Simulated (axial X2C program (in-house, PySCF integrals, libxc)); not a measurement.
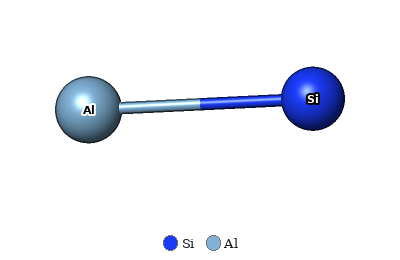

*The molecule at the reference distance of 2.442 Å.*

# Relativistic diatomic calculation for SiAl⁻

System: SiAl⁻, single determinant with Ω = 1.
Method: BLYP, two-component X2C with atomic mean-field Coulomb and Gaunt terms, Si dyall-av3z, Al dyall-av3z (cores contracted) (axial X2C program (in-house, PySCF integrals, libxc)).

## Log
```
two-component X2C + atomic mean field  BLYP
basis functions 127  fitting functions 691  grid points 4362
iter        total energy     max residual
   1       -532.888965434     4.01e-02
   2       -532.894598854     2.51e-03
   3       -532.893401297     6.68e-03
   4       -532.894820717     7.69e-04
   5       -532.894828734     5.39e-04
   6       -532.894836478     1.46e-04
   7       -532.894837146     1.09e-05
   8       -532.894837151     5.62e-06
   9       -532.894837152     5.20e-07
converged
one-electron -823.17132426  Coulomb 290.62992735  exact exchange 0.00000000  xc functional -39.72753742  nuclear repulsion 39.43908779  atomic mean-field constant -0.06499061
```

## The points of the curve

| R (Å) | E (hartree) | dipole (D; origin at the first atom, positive when the second is positive) | highest filled (eV) | lowest empty (eV) |
| --- | --- | --- | --- | --- |
| 2.124 | −532.879000 | −4.54 | 0.78 | 0.79 |
| 2.222 | −532.887076 | −4.64 | 0.83 | 0.84 |
| 2.296 | −532.889845 | −4.72 | 0.86 | 0.87 |
| 2.369 | −532.890547 | −4.80 | 0.88 | 0.89 |
| 2.442 | −532.894837 | −5.88 | 0.92 | 1.05 |
| 2.527 | −532.894812 | −5.89 | 0.91 | 1.11 |
| 2.613 | −532.893347 | −5.91 | 0.90 | 1.16 |
| 2.723 | −532.889993 | −5.94 | 0.89 | 1.20 |
| 2.857 | −532.884497 | −6.00 | 0.89 | 1.24 |
| 3.053 | −532.875210 | −6.14 | 0.88 | 1.28 |

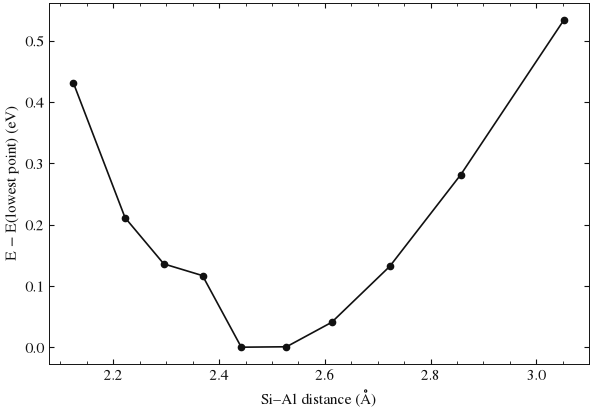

*Energy at 10 bond lengths, for one set of occupations held fixed; the line joins the points.*

The lowest point is at 2.44 Å; the points are too few or too rough near it for spectroscopic constants. The lowest point lies 2.35 eV below Si⁻ + Al.

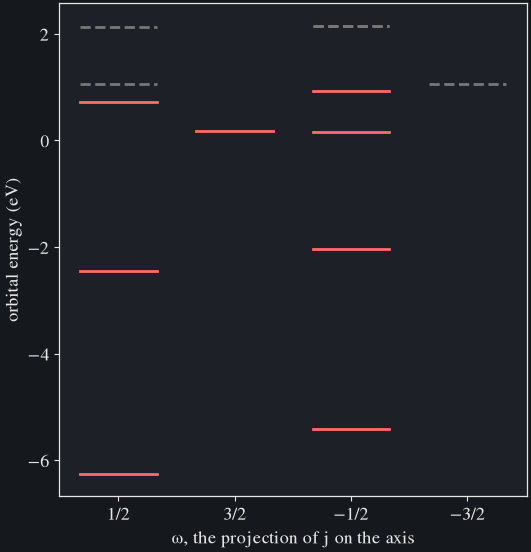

*Orbital energies near the frontier at 2.44 Å, filled (solid) and empty (dashed).*

The highest filled spinor (−1/2; 39 % Si p, 35 % Al p) lies at 0.92 eV, the lowest empty one (1/2; 54 % Si p, 39 % Al p) at 1.05 eV. A filled level above zero is held only by the finite basis .

## The input
```
{"zs": [14, 13], "q": -1, "bas": ["dyall-av3z", "dyall-av3z"], "levels": ["PBE0", "HF", "BLYP"], "cc": true, "r0": 2.42, "thr": -2.0, "nmax": 90, "npts": 10, "nst": 2, "ntry": 6}
```

The line is the task of a batch: nuclear charges, charge, bases, the levels to run, a first guess of the distance and further settings. This report covers BLYP with spin-orbit coupling. The log is that of the reference distance 2.442 Å.

The run was one of a batch that the task file lists, launched with:
```bash
python <driver script> task.json out
```

## Results in brief

```
   quantity                                                                 value
    outcome                             converged; a filled level lies above zero
   hardware  1 thread of Arm Neoverse V2, 24 GiB of memory available, shared host
  wall time                                                                   2 s
peak memory                                                              0.48 GiB
```

## Notes

The highest filled level (BLYP, up to 0.92 eV) lies above zero. That is common for anions, where the functional's self-interaction leaves the outer electrons unbound; only the finite basis holds them, so such levels depend on it. Caveats: curve is not smooth near the minimum.
